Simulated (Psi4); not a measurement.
# CF₃: single-point calculation (part 2 of 2)

CF₃, multiplicity 2; M06-2X/cc-pCVQZ, UKS (Psi4 1.11). The geometry comes from this level: PBE0-D4/def2-TZVP.

Geometry of the input (Å):
```
F  0.6986  -0.1146  1.0054
C  0.0000  0.0000  -0.0000
F  -0.6095  -0.9734  -0.4394
F  -0.0890  1.0880  -0.5660
```

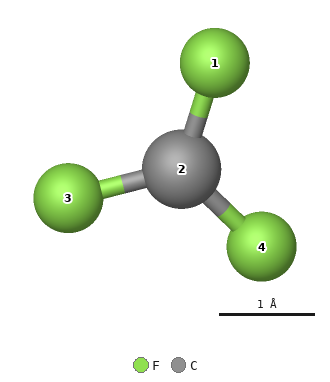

Fig. 1: The structure (ball-and-stick view, seen at a tilt; atoms are numbered from 1 in the order of the input).

### The program's output, continued
```
     303A    221.034427   304A    222.240728   305A    222.240777
     306A    248.661754   307A    248.673405   308A    248.673413
     309A    248.678221   310A    248.688372   311A    248.688381
     312A    248.764524   313A    248.771027   314A    248.771030
     315A    248.788280   316A    248.871074   317A    248.871131
     318A    249.050769   319A    249.119495   320A    249.119521
     321A    266.952516   322A    266.985526   323A    266.985535
     324A    487.946347   325A    487.946353   326A    487.979192
     327A    488.020822   328A    488.020881   329A    488.239541
     330A    488.573629   331A    488.576590   332A    488.576625
     333A    499.966369   334A   1101.509287   335A   1101.537511
     336A   1101.537520

    Beta Occupied:

       1A    -25.300098     2A    -25.300093     3A    -25.300070
       4A    -10.720547     5A     -1.512765     6A     -1.428393
       7A     -1.428388     8A     -0.801771     9A     -0.735742
      10A     -0.735737    11A     -0.675055    12A     -0.593173
      13A     -0.593166    14A     -0.565347    15A     -0.565345
      16A     -0.542440

    Beta Virtual:

      17A      0.080129    18A      0.098048    19A      0.197249
      20A      0.197255    21A      0.206358    22A      0.348986
      23A      0.429661    24A      0.429665    25A      0.442424
      26A      0.506047    27A      0.506083    28A      0.585391
      29A      0.585397    30A      0.632133    31A      0.632142
      32A      0.645101    33A      0.677747    34A      0.677776
      35A      0.691272    36A      0.729843    37A      0.928732
      38A      0.928743    39A      1.075717    40A      1.119362
      41A      1.119367    42A      1.247398    43A      1.396628
      44A      1.396650    45A      1.447828    46A      1.447866
      47A      1.459270    48A      1.497624    49A      1.593423
      50A      1.593439    51A      1.623155    52A      1.672147
      53A      1.672154    54A      1.763458    55A      1.843250
      56A      1.848508    57A      1.848543    58A      1.953257
      59A      2.114638    60A      2.114655    61A      2.162898
      62A      2.162929    63A      2.246411    64A      2.274081
      65A      2.397445    66A      2.397486    67A      2.403097
      68A      2.403103    69A      2.500232    70A      2.607104
      71A      2.607160    72A      3.126898    73A      3.223394
      74A      3.225757    75A      3.225774    76A      3.356973
      77A      3.357076    78A      3.618034    79A      3.782843
      80A      3.782863    81A      3.919086    82A      3.951555
      83A      4.061479    84A      4.061510    85A      4.101914
      86A      4.101921    87A      4.113366    88A      4.116124
      89A      4.343521    90A      4.346724    91A      4.346764
      92A      4.362736    93A      4.527042    94A      4.527092
      95A      4.602695    96A      4.602713    97A      4.604637
      98A      4.604661    99A      4.790251   100A      4.790287
     101A      4.813550   102A      4.856253   103A      4.994763
     104A      4.994860   105A      5.003909   106A      5.154987
     107A      5.187759   108A      5.187782   109A      5.246105
     110A      5.319534   111A      5.319572   112A      5.344200
     113A      5.344238   114A      5.368918   115A      5.424687
     116A      5.424764   117A      5.493940   118A      5.588448
     119A      5.626750   120A      5.691474   121A      5.691480
     122A      5.745657   123A      5.745666   124A      5.852824
     125A      5.852856   126A      6.069567   127A      6.095688
     128A      6.113862   129A      6.113909   130A      6.262078
     131A      6.262105   132A      6.493580   133A      6.802498
     134A      7.366202   135A      7.378558   136A      7.379351
     137A      7.379418   138A      7.554821   139A      7.554871
     140A      7.643139   141A      7.896358   142A      7.896558
     143A      8.558575   144A      8.558642   145A     10.424013
     146A     11.109935   147A     11.109985   148A     11.202760
     149A     11.214663   150A     11.234759   151A     11.234818
     152A     11.293938   153A     11.294314   154A     11.295329
     155A     11.295348   156A     11.295354   157A     11.295381
     158A     11.321380   159A     11.321394   160A     11.359907
     161A     11.359960   162A     11.484254   163A     11.596930
     164A     11.596994   165A     11.709301   166A     11.709374
     167A     11.791607   168A     11.854421   169A     12.011959
     170A     12.012016   171A     12.236486   172A     12.236542
     173A     12.252899   174A     12.391028   175A     12.436189
     176A     12.502544   177A     12.502611   178A     12.634604
     179A     12.907854   180A     12.968609   181A     12.968684
     182A     14.412340   183A     14.412375   184A     14.452500
     185A     14.468049   186A     14.468093   187A     14.479075
     188A     14.743399   189A     14.743442   190A     14.797106
     191A     14.837118   192A     14.837233   193A     15.131663
     194A     15.215227   195A     15.441642   196A     15.441726
     197A     15.454072   198A     15.486010   199A     15.486067
     200A     15.578943   201A     15.634698   202A     15.634802
     203A     15.676314   204A     15.722168   205A     15.722217
     206A     15.730772   207A     15.798172   208A     15.798240
     209A     16.104093   210A     16.104131   211A     16.122155
     212A     16.211338   213A     16.607088   214A     16.607329
     215A     16.705980   216A     16.706068   217A     17.137134
     218A     18.670988   219A     20.376997   220A     20.377052
     221A     21.171515   222A     21.663231   223A     21.663314
     224A     25.963045   225A     25.963050   226A     26.734372
     227A     26.894842   228A     26.895066   229A     36.323059
     230A     40.331259   231A     40.331270   232A     40.383582
     233A     40.473078   234A     40.473149   235A     40.786857
     236A     41.334504   237A     41.334578   238A     41.340362
     239A     59.043595   240A     59.063255   241A     59.063265
     242A     59.069146   243A     59.089189   244A     59.089205
     245A     59.257208   246A     59.257223   247A     59.270234
     248A     59.281793   249A     59.460228   250A     59.460350
     251A     59.792867   252A     59.792938   253A     59.817664
     254A     65.421823   255A     67.021689   256A     67.021766
     257A     78.294828   258A     78.359942   259A     78.359965
     260A     96.554839   261A     96.554846   262A     96.559661
     263A     96.563844   264A     96.563847   265A     96.565974
     266A     96.587496   267A     96.596410   268A     96.596442
     269A     96.615188   270A     96.615208   271A     96.654716
     272A     96.657094   273A     96.683023   274A     96.685024
     275A     96.685058   276A     96.687845   277A     96.687852
     278A     96.709583   279A     96.738988   280A     96.739019
     281A     97.196080   282A     97.196085   283A     97.208570
     284A     97.215161   285A     97.215468   286A     97.215470
     287A     97.239687   288A    113.451253   289A    113.451258
     290A    113.805399   291A    113.882694   292A    113.882792
     293A    120.781265   294A    143.768829   295A    143.768838
     296A    143.810216   297A    143.886921   298A    143.886985
     299A    144.153822   300A    144.546042   301A    144.546093
     302A    144.548645   303A    220.995223   304A    222.231496
     305A    222.231546   306A    248.648838   307A    248.660572
     308A    248.660578   309A    248.665191   310A    248.676193
     311A    248.676202   312A    248.758899   313A    248.758902
     314A    248.764181   315A    248.776254   316A    248.870475
     317A    248.870532   318A    249.048760   319A    249.117074
     320A    249.117098   321A    266.933167   322A    266.966034
     323A    266.966043   324A    487.927542   325A    487.927548
     326A    487.960354   327A    488.015716   328A    488.015773
     329A    488.234409   330A    488.569963   331A    488.572900
     332A    488.572935   333A    499.988383   334A   1101.516651
     335A   1101.544868   336A   1101.544875

    Final Occupation by Irrep:
              A
    DOCC [    16 ]
    SOCC [     1 ]
    NA   [    17 ]
    NB   [    16 ]

  @DF-UKS Final Energy:  -337.55086955489827

   => Energetics <=

    Nuclear Repulsion Energy =            130.0927920625655929
    One-Electron Energy =                -726.6198092411336802
    Two-Electron Energy =                 276.6621201010058826
    DFT Exchange-Correlation Energy =     -17.6859724773361258
    Empirical Dispersion Energy =           0.0000000000000000
    VV10 Nonlocal Energy =                  0.0000000000000000
    Total Energy =                       -337.5508695548982701

  UHF NO Occupations:
  HONO-2 :   15  A 1.9995090
  HONO-1 :   16  A 1.9991512
  HONO-0 :   17  A 1.0000000
  LUNO+0 :   18  A 0.0008488
  LUNO+1 :   19  A 0.0004910
  LUNO+2 :   20  A 0.0002303
  LUNO+3 :   21  A 0.0002303

Computation Completed

Properties will be evaluated at   0.000000,   0.000000,   0.000000 [a0]

Properties computed using the SCF density matrix

 Multipole Moments:

 ------------------------------------------------------------------------------------
     Multipole            Electronic (a.u.)      Nuclear  (a.u.)        Total (a.u.)
 ------------------------------------------------------------------------------------

 L = 1.  Multiply by 2.5417464519 to convert [e a0] to [Debye]
 Dipole X            :          0.0000517           -0.0000164            0.0000353
 Dipole Y            :         -0.0000035            0.0000000           -0.0000035
 Dipole Z            :         -0.0000390            0.0000000           -0.0000390
 Magnitude           :                                                    0.0000528

 ------------------------------------------------------------------------------------

	total time  =        108 seconds =       1.80 minutes

  Variable Map:
  ----------------------------------------------------------------------------
  "CURRENT ENERGY"              =>    -337.550869554898
  "CURRENT REFERENCE ENERGY"    =>    -337.550869554898
  "DD SOLVATION ENERGY"         =>       0.000000000000
  "DFT FUNCTIONAL TOTAL ENERGY" =>    -337.550869554898
  "DFT TOTAL ENERGY"            =>    -337.550869554898
  "DFT VV10 ENERGY"             =>       0.000000000000
  "DFT XC ENERGY"               =>     -17.685972477336
  "GRID ELECTRONS ALPHA"        =>      16.999999869573
  "GRID ELECTRONS BETA"         =>      15.999999901834
  "GRID ELECTRONS TOTAL"        =>      32.999999771406
  "NUCLEAR REPULSION ENERGY"    =>     130.092792062566
  "ONE-ELECTRON ENERGY"         =>    -726.619809241134
  "PCM POLARIZATION ENERGY"     =>       0.000000000000
  "PE ENERGY"                   =>       0.000000000000
  "SCF ITERATION ENERGY"        =>    -337.550869554898
  "SCF ITERATIONS"              =>       7.000000000000
  "SCF TOTAL ENERGY"            =>    -337.550869554898
  "TWO-ELECTRON ENERGY"         =>     276.662120101006
  "XC GRID RADIAL POINTS"       =>      99.000000000000
  "XC GRID SPHERICAL POINTS"    =>     590.000000000000
  "XC GRID TOTAL POINTS"        =>  226293.000000000000

  Array Variable Map:
  ----------------------------------------------------------------------------
  "CURRENT DIPOLE"              =>       0.000035318299 ... -0.000039048330 1 by 3
  "SCF DIPOLE"                  =>       0.000035318299 ... -0.000039048330 1 by 3
  "SCF TOTAL ENERGIES"          =>    -337.675382338114 ... -337.550869554898 1 by 8

    Psi4 run time: 0:01:48.64
```

### Results in brief

| quantity | value |
| --- | --- |
| outcome | converged |
| total energy | −337.550870 hartree |
| basis functions | 336 |
| ⟨S²⟩ | 0.754 |
| dipole moment | 0.00 D |
| wall time | 1.8 min |
| peak memory | 1.2 GiB |
